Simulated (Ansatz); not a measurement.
**AlCl₃F···NH₄: density, localisation and related maps**

Input

```
crystal:
  periodic: [false, false, false]
  atoms:
    - { symbol: Al, position_ang: [-1.532263, -0.235865, -1.741082] }
    - { symbol: Cl, position_ang: [-0.918497, -1.934317, -0.497064] }
    - { symbol: Cl, position_ang: [-0.793831, -0.13189, -3.686432] }
    - { symbol: Cl, position_ang: [-3.117034, 0.941384, -1.06987] }
    - { symbol: H, position_ang: [0.879021, 1.370649, 0.090446] }
    - { symbol: F, position_ang: [0.54979, 1.748742, -0.68473] }
    - { symbol: H, position_ang: [0.679554, -1.015866, 1.381716] }
    - { symbol: "N", position_ang: [1.213515, -0.217061, 1.722503] }
    - { symbol: H, position_ang: [2.17708, -0.526896, 1.831736] }
    - { symbol: H, position_ang: [0.862665, 0.001121, 2.652776] }
magnetization:
  spin_polarized: true
basis:
  gaussian: { orbitals: "6-31G*" }
hamiltonian:
  xc: b3lyp
relax:
  f_tol: 0.03
  max_steps: 50
output:
  orbitals: {}
```

Launched as:

```sh
ansatz run input.yaml --threads 4 --pin off --max-ram 5120MiB --backend cpu --events-out ev --progress --plain --runs-dir out
```

The fields are those of the run's last geometry, not of the input's.

The calculation used UKS B3LYP/6-31G* (Ansatz).

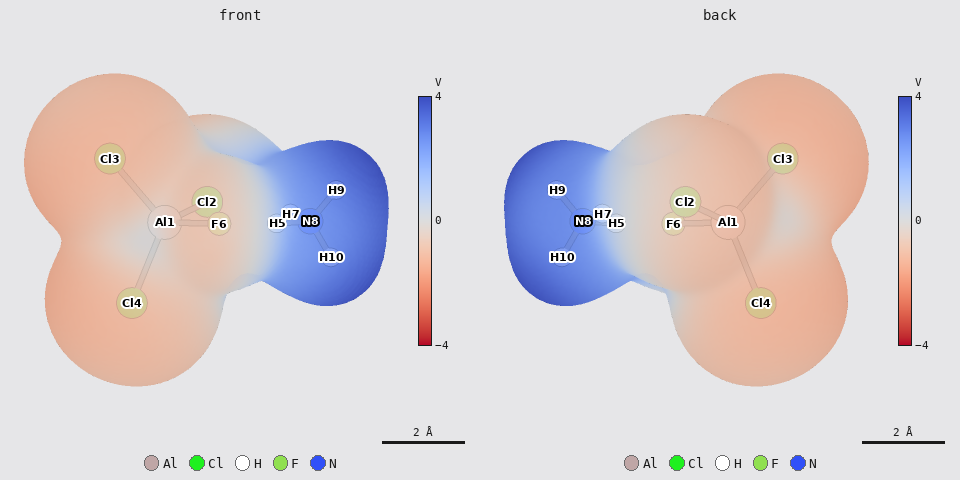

Figure 1. The molecular electrostatic potential painted on the density surface at 0.001 e/bohr³, seen from the front and from behind; red is negative and blue positive.

Describe the electrostatic potential map.

Answer. The most negative region (about −1.4 V) lies over Cl3 and Cl4, the most positive (about +3.8 V) over H9 and H10.

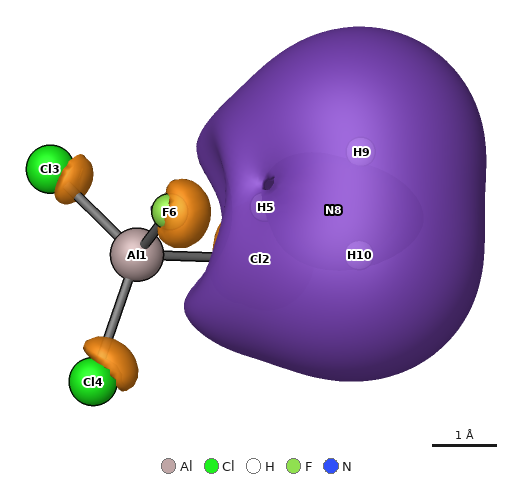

Figure 2. The LUMO at ±0.05 Å⁻³ᐟ² (orange and purple are the two phases), seen at a tilt.

Where does this orbital lie, and at what energy?

Answer. Its weight (Hirshfeld) is mainly on H9 (about 25 %), H10 (about 25 %), N8 (about 25 %) and H7 (about 5 %). Its energy is −0.76 eV.

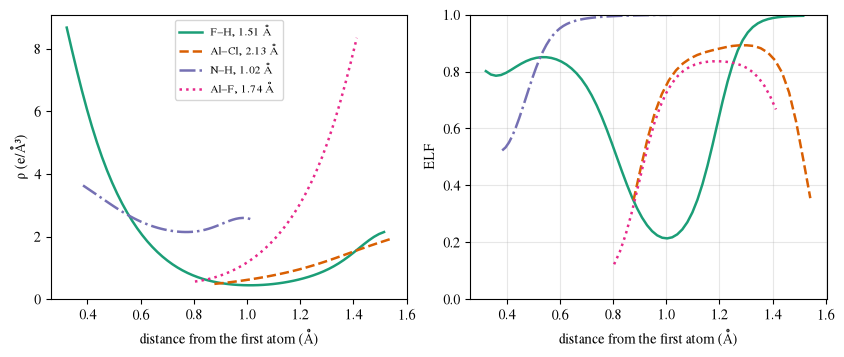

Figure 3. Electron density and ELF along straight lines between neighbouring atoms. The curves leave out the atomic cores.

What can be read from the curves?

Answer. F6···H5 (1.51 Å): the density falls to about 0.44 e/Å³ on the way; the ELF dips to about 0.20 between them: by its geometry a hydrogen bond between the two molecules, with no shared pair.
Al–Cl (2.13 Å): the density is about 0.7 e/Å³ at the midpoint; the ELF peaks at about 0.90 in the valence shell of Cl, 0.9 Å from its nucleus, and is about 0.85 at the midpoint.
N–H (1.02 Å): ρ at the midpoint is about 2.9 e/Å³; the ELF climbs to about 1 towards the hydrogen, as it does in any bond to H: a covalent bond by its length.
Al–F (1.74 Å): the density is about 0.67 e/Å³ at the midpoint; the ELF peaks at about 0.85 in the valence shell of F, 0.5 Å from its nucleus, and is about 0.30 at the midpoint.
